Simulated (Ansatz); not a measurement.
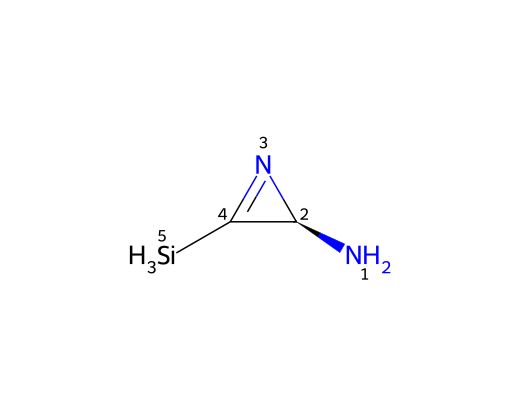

Skeletal drawing with numbered atoms; wedges and dashes mark any stereocentres. The configuration is that of a computed structure (PBE0-D4/def2-TZVP).

Question: Assign CIP descriptors.

Answer: C2: R.
